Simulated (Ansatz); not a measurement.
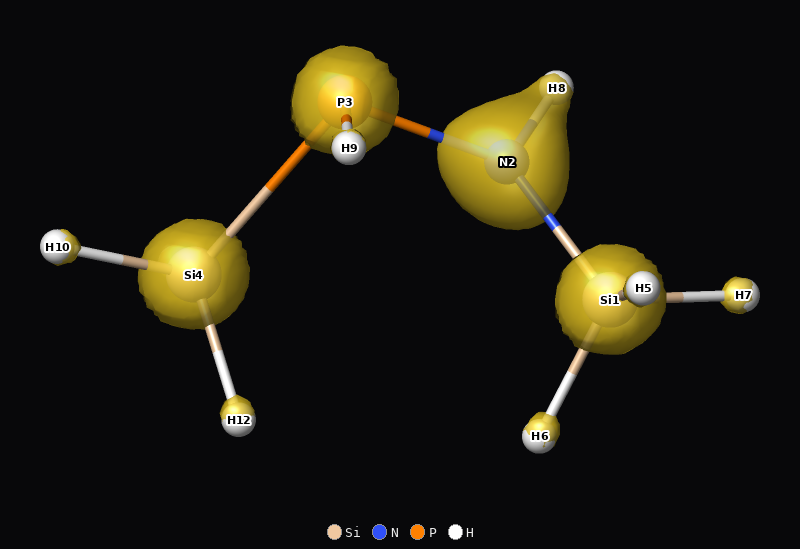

H8NPSi2. Isosurface of the electron density at 1.5 e/Å³ (yellow), seen across its widest extent.

Level of theory: Ansatz 0.2.0, RKS BLYP/def2-SVP.

Input

```
crystal:
  periodic: [false, false, false]
  atoms:
    - { symbol: Si, position_ang: [-0.2968, 2.1984, 0.1623] }
    - { symbol: "N", position_ang: [-0.5976, 0.5634, 0.0086] }
    - { symbol: P, position_ang: [0.6966, -0.3613, 0.5453] }
    - { symbol: Si, position_ang: [0.3456, -2.4027, -0.2334] }
    - { symbol: H, position_ang: [-0.2201, 2.5837, 1.5683] }
    - { symbol: H, position_ang: [0.8589, 2.6581, -0.6191] }
    - { symbol: H, position_ang: [-1.5216, 2.9087, -0.3964] }
    - { symbol: H, position_ang: [-1.4115, 0.3509, 0.5034] }
    - { symbol: H, position_ang: [1.6945, -0.0035, -0.383] }
    - { symbol: H, position_ang: [1.4284, -3.301, 0.0776] }
    - { symbol: H, position_ang: [-0.9556, -2.9183, 0.4779] }
    - { symbol: H, position_ang: [0.0563, -2.3315, -1.6774] }
basis:
  gaussian: { orbitals: def2-SVP }
hamiltonian:
  xc: blyp
relax:
  f_tol: 0.02
  max_steps: 50
output:
  orbitals: {}
```

Launched as:

```sh
ansatz run input.yaml --threads 2 --pin off --max-ram 3072MiB --backend cpu --events-out ev --progress --plain --runs-dir out
```

The fields are those of the relaxed geometry.

### How is the density connected at this value?

At this value the surface falls into eleven separate pieces. It bridges the shortest N–H (1.02 Å) contacts, where the density stays above the isovalue. It is pinched off along the shortest P–N (1.76 Å), Si–N (1.76 Å) and Si–P (2.32 Å) contacts. On the grid the lowest density along these lines, outside the cores, is 0.96 e/Å³ (P–N, 1.76 Å), 0.81 e/Å³ (Si–N, 1.76 Å), 0.62 e/Å³ (Si–P, 2.32 Å) and 2.1 e/Å³ (N–H, 1.02 Å).
